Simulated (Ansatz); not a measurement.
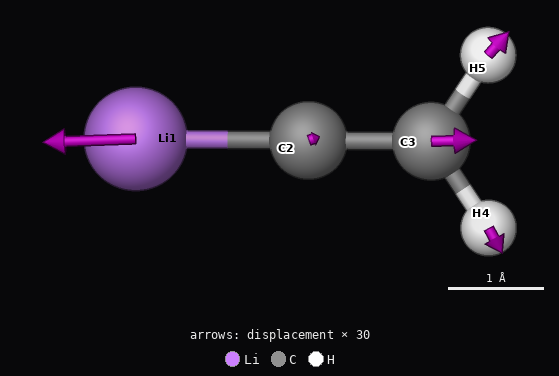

A relaxation of C$_{2}$H$_{2}$Li (multiplicity 2). The starting structure is drawn; purple arrows show the displacements, 30 times their true length. The two geometries are superimposed by the best rigid fit.

Style: ball-and-stick. Shown face on.

Method: Ansatz, UKS PBE0-D4/def2-TZVP.

The input:
```yaml
crystal:
  periodic: [false, false, false]
  atoms:
    - {symbol: Li, position_ang: [-2.354770, 0.525950, -0.601990]}
    - {symbol: C, position_ang: [-0.622350, 0.136860, -0.158480]}
    - {symbol: C, position_ang: [0.610380, -0.136470, 0.156100]}
    - {symbol: H, position_ang: [1.001480, -1.154910, 0.242920]}
    - {symbol: H, position_ang: [1.365260, 0.628580, 0.361450]}
basis:
  gaussian: {orbitals: def2-TZVP}
magnetization: {spin_polarized: true, initial_magnetization: 1}
hamiltonian: {xc: pbe0, dispersion: d4}
relax: {f_tol: 0.005, max_steps: 200}
```

Launched with:
```bash
ansatz run in.yaml --threads 2 --pin off --events-out ev --progress --plain --max-ram 4352MiB
```

> Describe the change and its energy.

The atom that moves furthest after the best rigid fit is Li1 (0.033 Å). By element the largest moves are Li 0.033 Å, C 0.016 Å, H 0.011 Å. Among the contacts that change: Li1–C2 1.830 → 1.867 Å, C2–C3 1.301 → 1.314 Å. After 3 accepted moves (4 points after the start) the energy has fallen by 0.013 eV. Largest force component: 0.71 eV/Å at the start, 0.00073 eV/Å at the end. The line search rejected the trial step at point 2 of the run.
